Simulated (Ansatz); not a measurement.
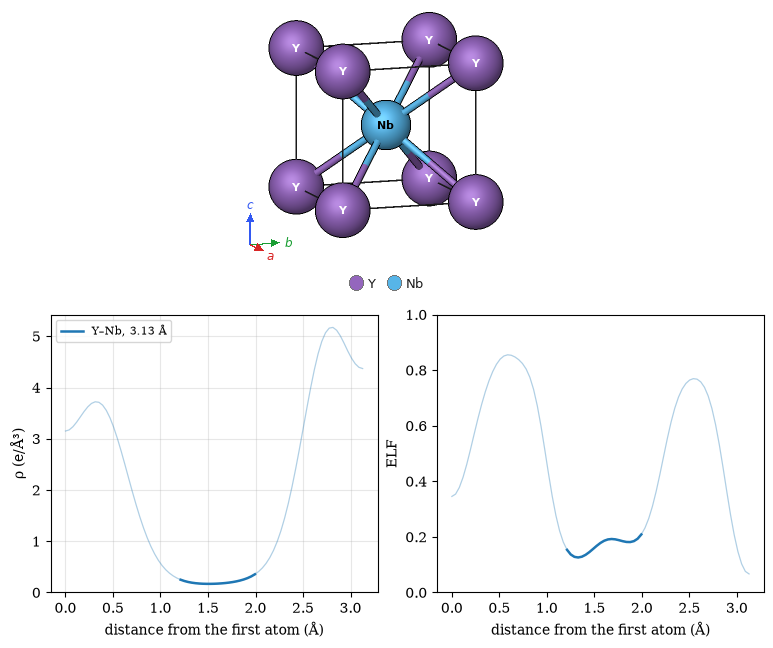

Figure. YNb. Valence pseudo-density and ELF along straight lines between neighbouring atoms. Thin, pale parts lie inside the atomic spheres. The structure is drawn too.

Space group Pm-3m; a structure generated by program, which may or may not match a known phase.

All numbers below come from DFT PBE, scalar-relativistic, plane waves, PAW (Ansatz 0.2.0).

In a PAW calculation such maps are meaningful between the atoms, not at the nuclei.

Input

```
crystal:
  lattice:
    - [3.6171118387, 0.0, 0.0]
    - [0.0, 3.6171118387, 0.0]
    - [0.0, 0.0, 3.6171118387]
  atoms:
    - { symbol: "Y", position: [0.0, 0.0, 0.0] }
    - { symbol: Nb, position: [0.5, 0.5, 0.5] }
basis:
  ecutwfc: 420
kpoints:
  mp_grid: { grid: [16, 16, 16] }
hamiltonian:
  xc: pbe
scf:
  occupations: { method: gaussian, width: 0.1 }
output:
  forces: true
  stress: true
  eigenvalues: true
  write_density: true
  write_potential: true
  elf: true
  volumetric_format: npy
relax:
  adjacent_minimum: "off"
  f_tol: 0.01
  max_steps: 80
  cell: { stress_tol: 0.05 }
```

Command:

```sh
ansatz run input.yaml --threads 1 --pin off --max-ram 2048MiB --backend cpu --events-out ev --progress --plain --runs-dir out
```

Below, planes, directions and counts refer to the conventional cell (a = 3.61 Å, b = 3.61 Å, c = 3.61 Å, α = 90.00°, β = 90.00°, γ = 90.00°).

The fields are those of the relaxed geometry.

Q: What can be read from the curves?

A: Y–Nb (3.13 Å): the density is about 0.17 e/Å³ at the midpoint; the ELF is about 0.20 at the midpoint: no shared electron pair shows on this line.
